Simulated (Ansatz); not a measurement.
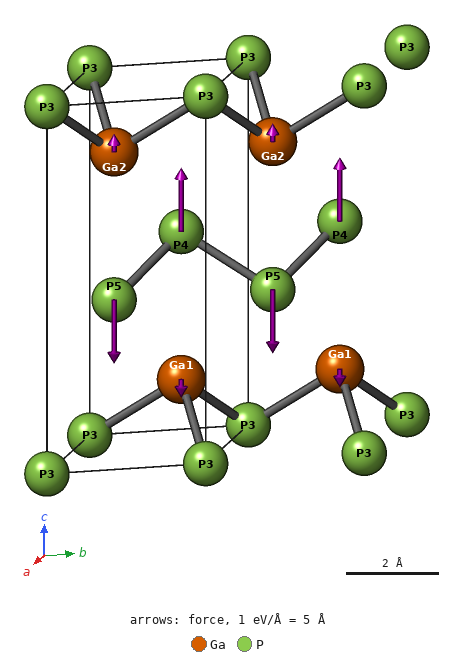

Starting geometry of a crystal of Ga₂P₃ (built on the A-type sesquioxide_164 type) with the computed forces as purple arrows. A ball-and-stick model of the cell of the calculation, repeated 1 × 2 × 1 with one cell outlined, seen from a free direction.

Case: A-type sesquioxide type (P-3m1, No. 164).

Computed with DFT PBE, scalar-relativistic, plane waves, PAW (Ansatz).

Input
```yaml
crystal:
  lattice:
    - [3.594582722, 0.0, 0.0]
    - [-1.797291361, 3.1129999533, 0.0]
    - [0.0, 0.0, 8.2963017789]
  atoms:
    - { symbol: Ga, position: [0.3333333333, 0.6666666667, 0.1681896062] }
    - { symbol: Ga, position: [0.6666666667, 0.3333333333, 0.8318103938] }
    - { symbol: P, position: [0.0, 0.0, 0.0] }
    - { symbol: P, position: [0.3333333333, 0.6666666667, 0.5708144446] }
    - { symbol: P, position: [0.6666666667, 0.3333333333, 0.4291855554] }
basis:
  ecutwfc: 420
kpoints:
  mp_grid: { grid: [12, 12, 6] }
hamiltonian:
  xc: pbe
scf:
  occupations: { method: gaussian, width: 0.1 }
output:
  forces: true
  stress: true
  eigenvalues: true
relax:
  adjacent_minimum: "off"
  f_tol: 0.01
  max_steps: 80
  cell: { stress_tol: 0.05 }
```

Run as
```bash
ansatz run input.yaml --threads 1 --pin off --max-ram 2560MiB --backend cpu --events-out ev --progress --plain --runs-dir out
```

Q: Is this structure relaxed? If not, where do the atoms go?

A: It isn't relaxed: the largest force vector, on P atoms, is 0.29 eV/Å. The atoms end up moving mostly along the starting forces (cosine between the two patterns 0.98). The largest moves relative to the cell, 0.033 Å, are those of P4 and P5. P5 goes along −c. Largest moves by element: P 0.033 Å, Ga 0.002 Å. The volume changes by −1.0 %, with a = b 3.595 → 3.561 Å (−0.9 %), c 8.296 → 8.374 Å (+0.9 %). Some distances before and after: P4–P5 2.385 → 2.407 Å, Ga1–P3 2.501 → 2.491 Å. Bond angles that change, for instance: P5–P4–P5 97.8° → 95.4°. The space group stays P-3m1 (No. 164). Over 4 accepted moves (5 points after the start) the energy falls by 3.5 meV per atom. The largest force component goes from 0.29 to 0.0018 eV/Å. The pressure goes from 0.08 to 0.00 GPa. The SCF was repeated once at an unchanged geometry on a basis and grid sized afresh for the cell, which shifted the energy by less than 0.05 meV per atom at most. Cost: 2.9 min on 1 thread of Arm Neoverse N1, with other jobs on the host, peak memory 0.48 GiB.
